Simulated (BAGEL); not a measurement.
# C2H7B (SMILES CBC) at HF/def2-SVPD (density fitting with qzvpp-jkfit)

Aim: the vertical ionisation energy of C2H7B at HF/def2-SVPD (density fitting with qzvpp-jkfit), from 2 runs. 

Program for the calculation: BAGEL 1.2.2.

1 further run of the same task is left out (set aside as unsound or not needed). Runs told in other sessions of the task aren't counted.

## 1. The system as given

C2H7B has 10 atoms, charge 0, and is taken as a singlet. As SMILES, `CBC`. The shape is that of a PBE0-D4/def2-TZVP optimisation.

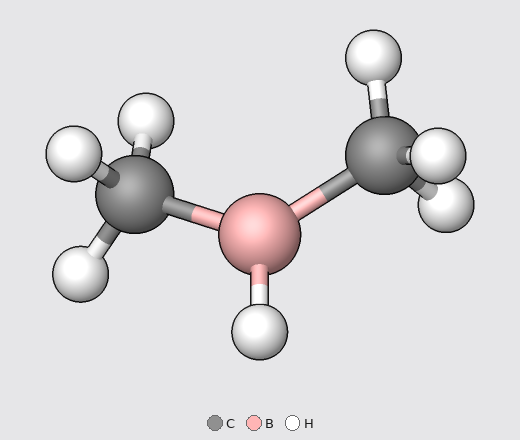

Viewed from a chosen angle; carbon grey, boron pink, hydrogen white.

## 2. A single-point energy at HF/def2-SVPD (density fitting with qzvpp-jkfit)

Contents of job.json:

```json
{ "bagel" : [

{
  "title" : "molecule",
  "basis" : "def2-svpd.json",
  "df_basis" : "qzvpp-jkfit",
  "angstrom" : "true",
  "geometry" : [
    { "atom" : "C", "xyz" : [   -0.866800,    0.874600,   -0.607300 ] },
    { "atom" : "B", "xyz" : [    0.104600,   -0.333600,   -0.456400 ] },
    { "atom" : "C", "xyz" : [    0.826500,   -0.693800,    0.875800 ] },
    { "atom" : "H", "xyz" : [   -1.880100,    0.442100,   -0.587100 ] },
    { "atom" : "H", "xyz" : [   -0.793000,    1.379200,   -1.574000 ] },
    { "atom" : "H", "xyz" : [   -0.820700,    1.609400,    0.199800 ] },
    { "atom" : "H", "xyz" : [    0.309300,   -1.024800,   -1.421300 ] },
    { "atom" : "H", "xyz" : [    0.932700,   -1.768600,    1.043000 ] },
    { "atom" : "H", "xyz" : [    0.414400,   -0.217500,    1.768500 ] },
    { "atom" : "H", "xyz" : [    1.856400,   -0.318200,    0.761900 ] }
  ]
},
{ "title" : "hf" },
{ "title" : "print", "file" : "orbitals.molden", "orbitals" : "true" }

]}
```

The basis set def2-SVPD is read from a file made from the Basis Set Exchange's data (not shown).

Launch:

```
$ BAGEL_NUM_THREADS=1 BAGEL job.json > job.out
```

The log of the run:

```text
* using 1 threads per process

  ===============================================================
  ===============================================================

  *** Geometry ***

  { "atom" : "C", "xyz" : [     -1.638015,      1.652754,     -1.147631 ] },
  { "atom" : "B", "xyz" : [      0.197665,     -0.630413,     -0.862471 ] },
  { "atom" : "C", "xyz" : [      1.561859,     -1.311092,      1.655022 ] },
  { "atom" : "H", "xyz" : [     -3.552874,      0.835448,     -1.109458 ] },
  { "atom" : "H", "xyz" : [     -1.498553,      2.606310,     -2.974429 ] },
  { "atom" : "H", "xyz" : [     -1.550898,      3.041325,      0.377567 ] },
  { "atom" : "H", "xyz" : [      0.584492,     -1.936591,     -2.685868 ] },
  { "atom" : "H", "xyz" : [      1.762548,     -3.342170,      1.970984 ] },
  { "atom" : "H", "xyz" : [      0.783103,     -0.411015,      3.341981 ] },
  { "atom" : "H", "xyz" : [      3.508088,     -0.601311,      1.439782 ] },

  Number of auxiliary basis functions:      351

  Since a DF basis is specified, we compute 2- and 3-index integrals:
    o Being stored without compression. Storage requirement is 0.038 GB

  Number of basis functions:      116
  Number of electrons      :       24

    * METHOD: MOLECULE                             0.43

  *** RHF ***

  === Nuclear Repulsion ===
    66.8727389155

      * DIIS with orbital gradients will be used.

  === RHF iteration (def2-svpd.json) ===
      0       -104.24409854          0.01668520           0.21
      1       -104.39630777          0.00763983           0.12
      2       -104.42131266          0.00151347           0.12
      3       -104.42306744          0.00017952           0.12
      4       -104.42309376          0.00004236           0.12
      5       -104.42309522          0.00000968           0.11
      6       -104.42309530          0.00000301           0.11
      7       -104.42309531          0.00000098           0.11
      8       -104.42309531          0.00000029           0.11
      9       -104.42309531          0.00000008           0.16
     10       -104.42309531          0.00000002           0.16
     11       -104.42309531          0.00000001           0.14
    * SCF iteration converged.

    * Permanent dipole moment:
           (    0.023975,    -0.081639,    -0.113281) a.u.

    * METHOD: HF                                   2.04

    * METHOD: PRINT                                0.11

  ===============================================================
```

Run time: 3.3 s. Hardware: 1 thread of AMD EPYC, shared host; peak memory 0.12 GiB.

## 3. The doublet cation

Contents of hf.json:

```json
{ "bagel": [

{
  "title": "molecule",
  "basis": "def2-svpd.json",
  "df_basis": "qzvpp-jkfit",
  "angstrom": true,
  "geometry": [
    { "atom": "C", "xyz": [   -0.866800,    0.874600,   -0.607300 ] },
    { "atom": "B", "xyz": [    0.104600,   -0.333600,   -0.456400 ] },
    { "atom": "C", "xyz": [    0.826500,   -0.693800,    0.875800 ] },
    { "atom": "H", "xyz": [   -1.880100,    0.442100,   -0.587100 ] },
    { "atom": "H", "xyz": [   -0.793000,    1.379200,   -1.574000 ] },
    { "atom": "H", "xyz": [   -0.820700,    1.609400,    0.199800 ] },
    { "atom": "H", "xyz": [    0.309300,   -1.024800,   -1.421300 ] },
    { "atom": "H", "xyz": [    0.932700,   -1.768600,    1.043000 ] },
    { "atom": "H", "xyz": [    0.414400,   -0.217500,    1.768500 ] },
    { "atom": "H", "xyz": [    1.856400,   -0.318200,    0.761900 ] }
  ]
},
{
  "title": "uhf",
  "charge": 1,
  "nopen": 1
},
{
  "title": "print",
  "file": "orbitals.molden",
  "orbitals": true
}

]}
```

The basis set def2-SVPD is read from a file made from the Basis Set Exchange's data (not shown).

Launch:

```
$ BAGEL_NUM_THREADS=1 BAGEL hf.json > hf.out
```

The log of the run:

```text
* using 1 threads per process

  ===============================================================
  ===============================================================

  *** Geometry ***

  { "atom" : "C", "xyz" : [     -1.638015,      1.652754,     -1.147631 ] },
  { "atom" : "B", "xyz" : [      0.197665,     -0.630413,     -0.862471 ] },
  { "atom" : "C", "xyz" : [      1.561859,     -1.311092,      1.655022 ] },
  { "atom" : "H", "xyz" : [     -3.552874,      0.835448,     -1.109458 ] },
  { "atom" : "H", "xyz" : [     -1.498553,      2.606310,     -2.974429 ] },
  { "atom" : "H", "xyz" : [     -1.550898,      3.041325,      0.377567 ] },
  { "atom" : "H", "xyz" : [      0.584492,     -1.936591,     -2.685868 ] },
  { "atom" : "H", "xyz" : [      1.762548,     -3.342170,      1.970984 ] },
  { "atom" : "H", "xyz" : [      0.783103,     -0.411015,      3.341981 ] },
  { "atom" : "H", "xyz" : [      3.508088,     -0.601311,      1.439782 ] },

  Number of auxiliary basis functions:      351

  Since a DF basis is specified, we compute 2- and 3-index integrals:
    o Being stored without compression. Storage requirement is 0.038 GB

  Number of basis functions:      116
  Number of electrons      :       24

    * METHOD: MOLECULE                             0.48

  *** Open-shell HF ***

  === Nuclear Repulsion ===
    66.8727389155

      * DIIS with orbital gradients will be used.

  === UHF iteration (def2-svpd.json) ===
      0       -103.87281938          0.02542047           0.33
      1       -103.99916876          0.01188944           0.26
      2       -104.01650071          0.00450781           0.24
      3       -104.01996110          0.00127481           0.26
      4       -104.02087795          0.00049599           0.28
      5       -104.02116906          0.00022031           0.24
      6       -104.02123238          0.00008422           0.20
      7       -104.02124090          0.00003919           0.18
      8       -104.02124281          0.00002170           0.18
      9       -104.02124346          0.00000832           0.19
[... 21 lines of this table left out ...]
     31       -104.02124314          0.00000003           0.24
     32       -104.02124314          0.00000003           0.26
     33       -104.02124314          0.00000001           0.24
     34       -104.02124314          0.00000001           0.24
    * SCF iteration converged.

    * S^2 (UHF) is 0.7688

    * Permanent dipole moment:
           (   -0.126128,     0.435117,     0.614324) a.u.

    * METHOD: UHF                                  8.60

    * METHOD: PRINT                                0.13

  ===============================================================
```

It took 9.9 s on 1 thread of AMD EPYC, shared host; peak memory 0.11 GiB.

## 4. Outcome

Level: HF/def2-SVPD (density fitting with qzvpp-jkfit).

| quantity | value |
| --- | --- |
| singlet C2H7B: total energy | -104.42310 Eh |
| singlet C2H7B: dipole moment | 0.36 D |
| singlet C2H7B: HOMO energy | -12.17 eV |
| singlet C2H7B: LUMO energy | 2.16 eV |
| singlet C2H7B: HOMO–LUMO gap | 14.33 eV |
| doublet cation: total energy | -104.02124 Eh |
| doublet cation: ⟨S²⟩ | 0.769 |
| vertical ionisation energy (to the doublet cation) | 10.935 eV |

Removing an electron at fixed nuclei costs 10.93 eV (252 kcal/mol). −ε(HOMO) before ionisation, 12.17 eV, is 1.23 eV above this ionisation energy.
